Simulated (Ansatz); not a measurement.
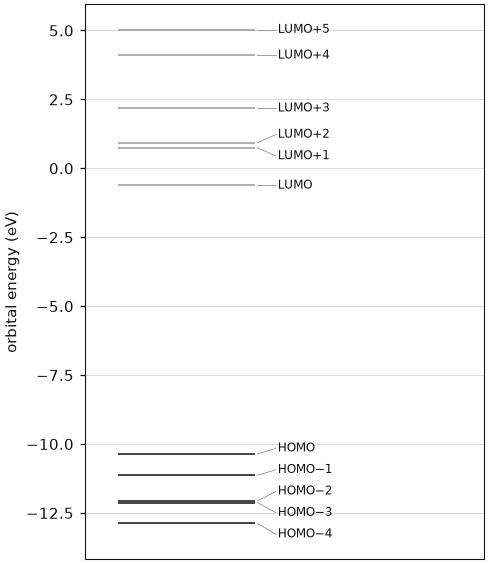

Kohn-Sham orbital energies near the frontier, CAM-B3LYP/def2-TZVPP with the Ansatz code 0.2.0, at a PBE0-D4/def2-TZVP geometry (a minimum by its frequencies), isolated molecule; empty levels in grey, levels within 0.03 eV side by side.

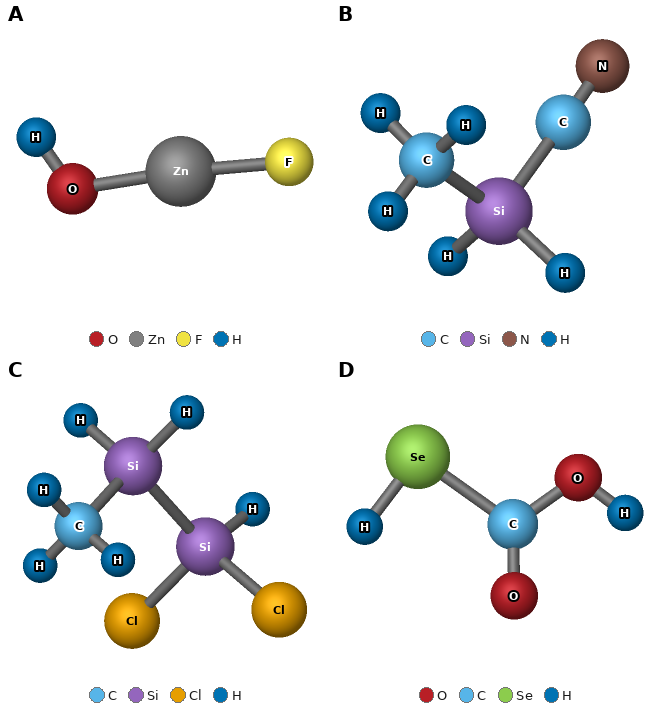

> Which molecule has this level scheme? The candidates are drawn in the second picture.

Structure A, ZnHOF, SMILES [OH][Zn][F], singlet. HOMO −10.36 eV, LUMO −0.62 eV, separation 9.74 eV.

Known limits of this run: no scalar relativity up to krypton; empty levels above zero depend strongly on the basis.
